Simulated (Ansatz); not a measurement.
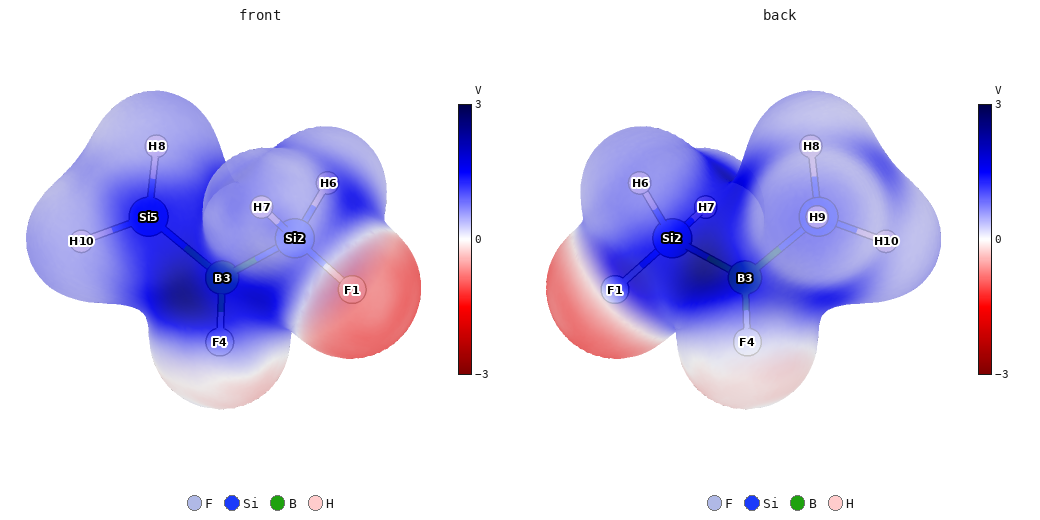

*BF2H5Si2 (SMILES F[SiH2]B(F)[SiH3]). The electrostatic potential painted on the density surface at 0.004 e/bohr³, seen from the front and from behind; the colour scale runs from red (negative) to blue (positive).*

The calculation used RKS PBE-D4/6-31G* in Ansatz 0.2.0.

```xyz
10

F    -1.9725    0.1017   -2.5365
Si   -0.8612    0.5782   -1.4385
B    -0.3397   -0.7882   -0.0243
F    -0.8478   -2.0239    0.0167
Si    1.0293   -0.2735    1.4214
H    -1.3764    1.8008   -0.7228
H     0.3975    0.9831   -2.1632
H     1.5430    1.1260    1.2397
H     0.3979   -0.3687    2.7833
H     2.2019   -1.2147    1.3925
```

Where is the surface potential most negative and most positive?

The most negative region (about −0.9 V) lies over F1, the most positive (about +2.4 V) over B3.
